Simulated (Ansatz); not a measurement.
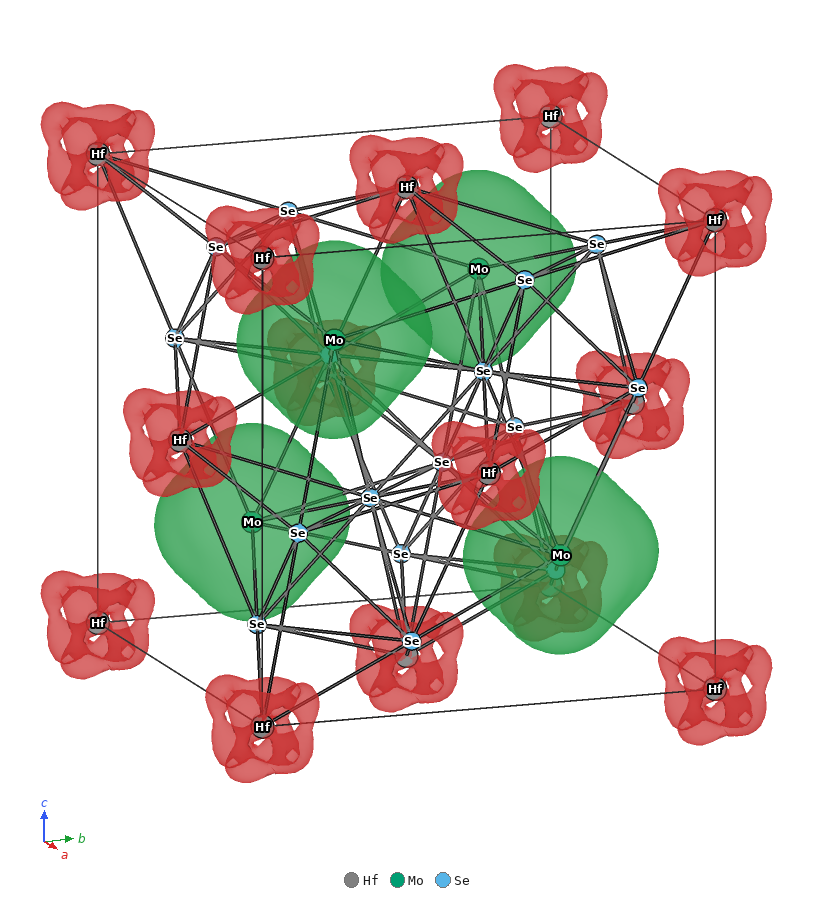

HfMoSe4. Isosurfaces of the magnetisation density (up minus down) at +0.02 (green) and −0.02 e/Å³ (red), seen slightly off an axis. Sticks mark near contacts.

Space group F-43m; a structure generated by program, which may or may not match a known phase; spin-polarised.

The calculation used DFT PBE, scalar-relativistic, plane waves, PAW (Ansatz).

In a PAW calculation such maps are meaningful between the atoms, not at the nuclei.

> Which atoms carry the moments, and with what signs?

The spin density sits on Mo: +1.4 μB (×4) in one cell of 24 atoms, with smaller moments on other sites: Hf (up to −0.15 μB): parallel main moments (a ferromagnetic arrangement) in this solution. The cell of the calculation (6 atoms) carries 1.3 μB of net spin moment.
